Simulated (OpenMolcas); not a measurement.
**How methods differ on BOF (SMILES O=BF)**

BOF has 3 atoms, charge 0, and is taken as a singlet. SMILES: `O=BF`. Geometry: relaxed at PBE0-D4/def2-TZVP.

```xyz
3

O     0.9831   -0.5651    0.4799
B     0.0203   -0.0116    0.0099
F    -1.0034    0.5768   -0.4898
```

Quantity: the energy change with the B2–F3 bond stretched from 1.282 to 2.564 Å, in eV. The values are calculated.

```
                     level                   kind     program  value (eV)  less FCI/STO-3G  CPU time (all runs)
    HF/STO-3G (restricted)           Hartree–Fock  OpenMolcas        9.80            +4.68                3.1 s
r2SCAN/STO-3G (restricted)               meta-GGA  OpenMolcas        7.63            +2.51                 10 s
M06-2X/STO-3G (restricted)        hybrid meta-GGA  OpenMolcas        8.45            +3.33                8.6 s
B2PLYP/STO-3G (restricted)          double hybrid  OpenMolcas        7.44            +2.32                7.3 s
   MP2/STO-3G (restricted)    perturbation theory  OpenMolcas        7.09            +1.97                3.4 s
  CISD/STO-3G (restricted)  coupled cluster or CI  OpenMolcas        6.10            +0.98                3.6 s
                FCI/STO-3G     exact in the basis  OpenMolcas        5.12             0.00                 64 s
```

FCI/STO-3G is exact within its basis and frozen core, so for wave-function methods in that basis the difference is their error; functionals converge differently with the basis, so for them it is only a difference. A spin-restricted reference rises too steeply as a bond breaks; here HF/STO-3G, r2SCAN/STO-3G, M06-2X/STO-3G, B2PLYP/STO-3G, MP2/STO-3G, CISD/STO-3G lie well above the multireference or unrestricted value. The first shape isn't each level's own minimum. The values span 5.12 to 9.80 eV. All rows use very small basis sets, so none should be taken for the real molecule's value. CPU times are rough (shared hosts, several kinds of processor and program).

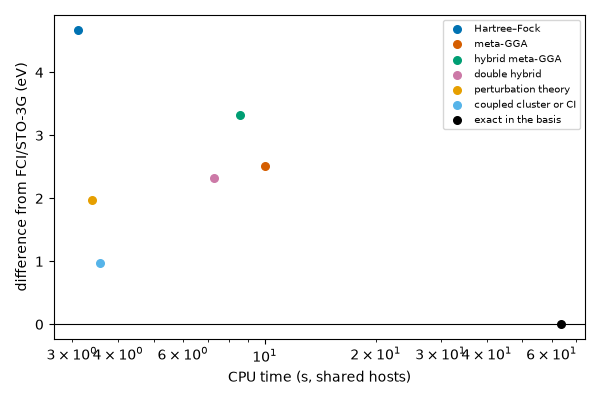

Difference from FCI/STO-3G against processor time, one point a level.
